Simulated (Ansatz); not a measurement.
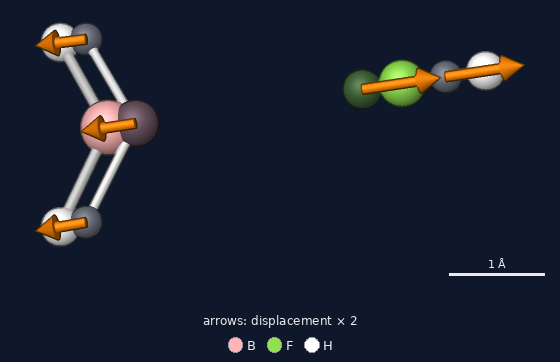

This is a relaxation of BH₃F (multiplicity 2). The starting structure is drawn faded, the final one solid; orange arrows show the displacements, 2 times their true length. The two geometries are superimposed by the best rigid fit.

The picture is a ball-and-stick view, seen at a tilt.

The run prepares an end point of a later path (reaction) calculation, from a guessed geometry.

These are results of UKS B3LYP-D4/6-31G* in Ansatz 0.2.0, not measurements. (collinear spin; force threshold 0.03 eV/Å; at most 50 steps)

### What happened in the run?

Over 3 geometry steps the energy falls by 0.125 eV. Largest force component: 0.53 eV/Å at the start, 0.012 eV/Å at the end. The largest moves after the best rigid fit, 0.44 Å, are those of F and H atoms. By element the largest moves are H 0.44 Å, F 0.44 Å, B 0.31 Å. Bond angles that change, for instance: H–B–H 125.1° → 127.2°. Cost: 2.5 s on 1 thread of Intel(R) Xeon(R) 6975P-C (Granite Rapids), with other jobs on the host, peak memory 0.12 GiB.

Limits of the set-up: the start holds two separate molecules, 2.5 Å apart at their closest, whose relative position is a soft coordinate.
